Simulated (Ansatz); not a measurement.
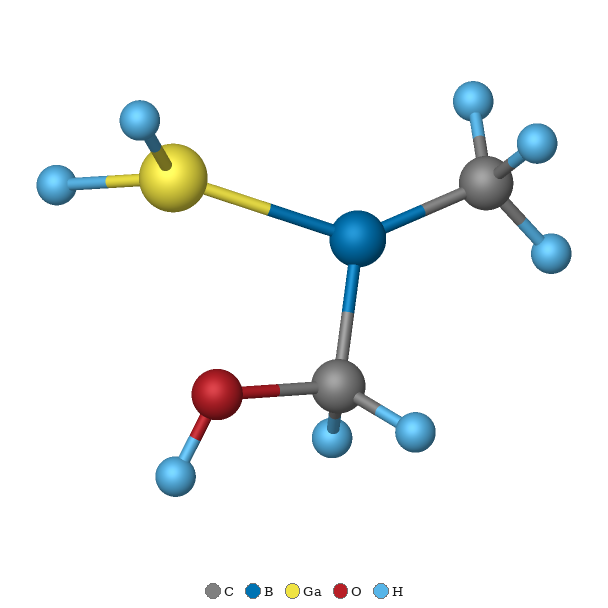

Sticks follow a distance rule. Harmonic vibrations computed with RKS PBE0-D4/def2-TZVP (Ansatz 0.2.0) at a stationary point of the same level.

Q: Is this a minimum or a saddle point?

A: A minimum: no imaginary frequency, and the lowest mode lies at 100 cm⁻¹.

Q: List the wavenumbers.

A: 33 modes: 100, 133, 144, 208, 212, 271, 369, 391, 404, 499, 603, 610, 746, 798, 824, 1010, 1037, 1117, 1170, 1235, 1314, 1346, 1424, 1433, 1464, 1900, 1924, 2998, 3008, 3050, 3077, 3125, 3864 cm⁻¹.
